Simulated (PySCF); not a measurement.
# CH₂⁺: relaxation and vibrations of the doublet

The task is one start of a wider search on CH₂⁺: the doublet, from a bent start. It is relaxed, tested by its Hessian and followed downhill if it is a saddle.

The runs use PySCF 2.14.0; PBE0, basis C def2-TZVP, H def2-TZVP, no relativity, density fitting.

## Step 1: The system as given

3 atoms, charge 1, spin multiplicity 2.

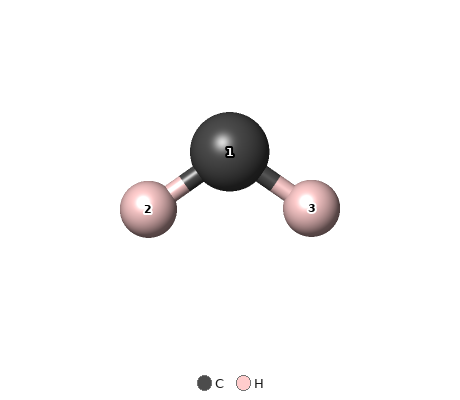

The starting geometry (carbon dark grey, hydrogen pink); atoms are numbered from 1 in the order of the file.

Z-matrix (Å, degrees; charge 1 multiplicity 2):
```
C
H  1 1.0487
H  1 1.0487 2 110.00
```

## Step 2: Finding the electronic state

One driver script runs all steps and calls PySCF; scf.py shows how it sets up the SCF of each step. The optimiser is the driver's own. After this first run the driver tries any further starts and a stability analysis.

Contents of scf.py:

```python
from pyscf import gto, scf, dft
mol = gto.M(atom='''
C      0.000000     0.000000     0.000000
H      0.859000     0.000000     0.601500
H     -0.859000     0.000000     0.601500''',
    basis={'C': 'def2-TZVP', 'H': 'def2-TZVP'},
    charge=1, spin=1)
mf = dft.UKS(mol, xc='PBE0')
mf.grids.atom_grid = (50, 194)
aux = {'C': 'def2-universal-JKFIT', 'H': 'def2-universal-JKFIT'}
mf = mf.density_fit(auxbasis=aux)
mf.conv_tol = 1e-08
mf.diis_space = 10
mf.max_cycle = 60
mf.init_guess = 'minao'
mf.verbose = 4
mf.kernel()
```

Launch:

```bash
OMP_NUM_THREADS=2 python axn.py task.json out
```

The log of the run:

```text
init E= -38.9813638309352
[... the frontier-level lines of each cycle are left out ...]
cycle= 1 E= -38.6633343965761  delta_E= 0.318  |g|= 0.251  |ddm|= 0.746
cycle= 2 E= -38.6998217305713  delta_E= -0.0365  |g|= 0.153  |ddm|= 0.361
cycle= 3 E= -38.7113769960993  delta_E= -0.0116  |g|= 0.0112  |ddm|= 0.106
cycle= 4 E= -38.7114863588218  delta_E= -0.000109  |g|= 0.00262  |ddm|= 0.0129
cycle= 5 E= -38.7114948618984  delta_E= -8.5e-06  |g|= 0.000945  |ddm|= 0.00284
cycle= 6 E= -38.7114958450019  delta_E= -9.83e-07  |g|= 0.000199  |ddm|= 0.00105
cycle= 7 E= -38.7114959038257  delta_E= -5.88e-08  |g|= 2.2e-05  |ddm|= 0.000313
cycle= 8 E= -38.7114959044507  delta_E= -6.25e-10  |g|= 3.77e-06  |ddm|= 3.53e-05
Extra cycle  E= -38.7114959044647  delta_E= -1.4e-11  |g|= 1.18e-06  |ddm|= 3.59e-06
converged SCF energy = -38.7114959044647  <S^2> = 0.75167464  2S+1 = 2.0016739
```

This step, with its further starts and checks, ran for 0.6 s (2 threads of Arm Neoverse V2, shared host).

The test of internal stability found no lower solution of this spin.

## Step 3: Relaxation: bent start, doublet

The program finds C2v symmetry in the start, which this walk keeps. The walk stops when the largest gradient is under 0.0003 Eh/bohr and the energy has settled too.

scf.py: that of step 2 with these lines changed.

```diff
@@ -3,3 +3,3 @@
-C      0.000000     0.000000     0.000000
-H      0.859000     0.000000     0.601500
-H     -0.859000     0.000000     0.601500''',
+C      0.000000     0.000000    -0.086504
+H      0.859000     0.000000     0.514996
+H     -0.859000     0.000000     0.514996''',
@@ -15 +14,0 @@
-mf.init_guess = 'minao'
```

Steps of the walk:

```csv
step,energy (Eh),change (kJ/mol),largest symmetric gradient (Eh/bohr)
0,-38.711496,0.00,0.05265
1,-38.728070,-43.51,0.01908
2,-38.729097,-46.21,0.01117
3,-38.729549,-47.40,0.00257
4,-38.729577,-47.47,0.00029
5,-38.729578,-47.47,0.00001
```

The walk took 1.6 s.

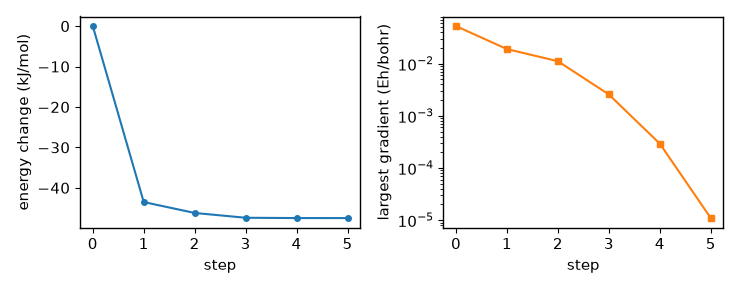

Energy and largest gradient along the walk.

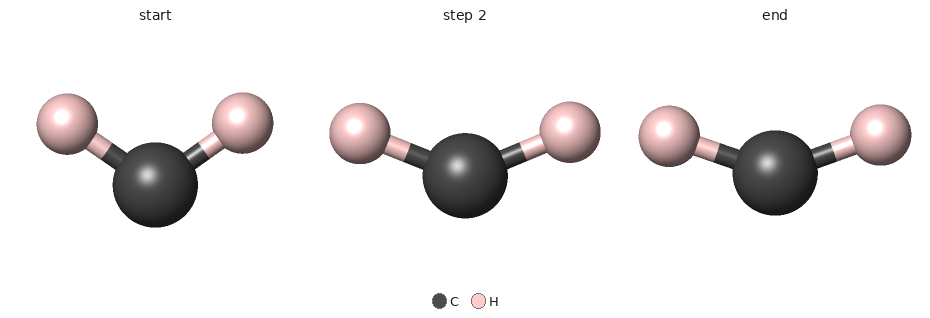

Start and end of the relaxation, with a step between.

End point (C2v, 5 steps, 47.5 kJ/mol gained): C–H 1.098 Å (×2); H–C–H 141.1°.

## Step 4: Hessian and properties

On the finer grid the gradient is checked again; gradients at displacements of ±0.02 bohr then give force constants and infrared intensities.

scf.py: that of step 3 with these lines changed.

```diff
@@ -3,3 +3,3 @@
-C      0.000000     0.000000    -0.086504
-H      0.859000     0.000000     0.514996
-H     -0.859000     0.000000     0.514996''',
+C     -0.000000     0.000000    -0.052620
+H      1.035603     0.000000     0.313267
+H     -1.035603     0.000000     0.313267''',
@@ -9 +9 @@
-mf.grids.atom_grid = (50, 194)
+mf.grids.atom_grid = (75, 302)
@@ -12 +12 @@
-mf.conv_tol = 1e-08
+mf.conv_tol = 1e-10
```

This SCF starts from the last density.

SCF at the final geometry:

```text
init E= -38.729576950193
[... the frontier-level lines of each cycle are left out ...]
cycle= 1 E= -38.7295769501951  delta_E= -2.12e-12  |g|= 1.44e-06  |ddm|= 2.77e-06
Extra cycle  E= -38.7295769501959  delta_E= -8.24e-13  |g|= 8.45e-07  |ddm|= 1.63e-06
converged SCF energy = -38.7295769501959  <S^2> = 0.7526578  2S+1 = 2.002656
```

The whole step took 5 s.

Geometry: C2v; C–H 1.098 Å (×2); H–C–H 141.1°.

Modes, for the most abundant isotopes:

```
symmetry  ω (cm⁻¹)  IR (km/mol)
      a1       930         44.0
      a1      2994         26.3
      b2      3247          178
```

No imaginary mode, so this is a minimum.

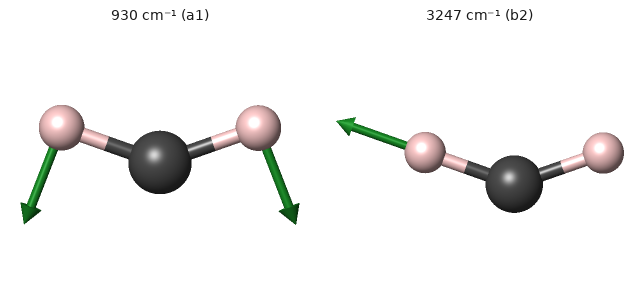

How the atoms move in 2 of the modes.

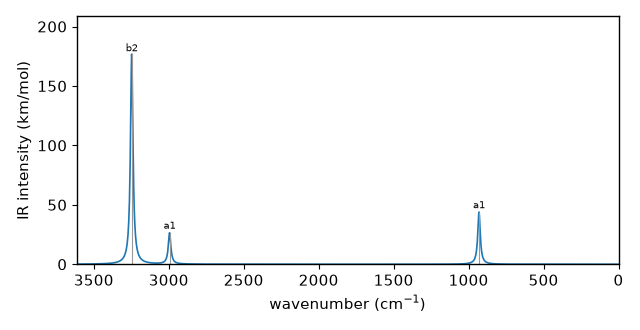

The harmonic infrared spectrum (widths in cm⁻¹). Lines are broadened to a width of 20 cm⁻¹ (Lorentzian).

Properties at this point:

| Property | Result |
| --- | --- |
| Dipole moment about the centre of mass | 0.71 D |
| Highest occupied level | -18.44 eV |
| Lowest empty level | -13.71 eV |
| Rotational constants | 72.97, 7.798, 7.045 cm⁻¹ |
| Zero-point energy | 42.9 kJ/mol |
| Principal polarisabilities | 6.6, 6.7, 9.4 bohr³ |
| Principal traceless quadrupole moments about the centre of mass | -2.22, -0.53, 2.75 D Å |
| Entropy at 298.15 K and 1 bar (electronic part: spin only) | 191.6 J/(mol K) |
| Heat capacity Cp at 298.15 K | 35.2 J/(mol K) |
| Enthalpy at 298.15 K above 0 K | 10.04 kJ/mol |
| Rotational symmetry number | 2 |
| Spin squared ⟨S²⟩ | 0.753 |

Charges (e) and bond orders:

```csv
atom,Mulliken,Löwdin,polar tensor,spin (Mulliken),Mayer order to C1
C1,0.36,0.64,0.42,1.00,–
"H2,3",0.32,0.18,0.29,0.00,0.87
```

Outer orbital energies (eV). α occupied: -292.40, -29.23, -23.15, -18.44; empty: -13.71, -5.73, -3.50, -2.13. β occupied: -291.86, -27.88, -22.79; empty: -12.93, -11.87, -5.37, -3.19.

Mulliken populations on C1: s 3.53, p 2.09, d 0.02, f 0.00.

## Step 5: Results

```
                                          quantity                           value
                                           minimum                    doublet, C2v
                                          geometry  C–H 1.098 Å (×2); H–C–H 141.1°
                                wavenumbers (cm⁻¹)  930 (a1), 2994 (a1), 3247 (b2)
                    dipole moment (centre of mass)                          0.71 D
highest occupied, lowest empty level (either spin)               -18.44, -13.71 eV
                         polar-tensor charge of C1                         +0.42 e
                                 zero-point energy                     42.9 kJ/mol
                               entropy at 298.15 K                 191.6 J/(mol K)
                                              ⟨S²⟩                           0.753
```

**Reading.** The molecule stays C2v, as typed, and the end point is a minimum. In the infrared the band at 3247 cm⁻¹ (b2, stretch) leads. Most of the spin sits on C1 (Mulliken spin 1.00, against 1 for the whole molecule). Only this shape and spin were tried, so other structures or states may lie lower.

The search up to here took 7.3 s.
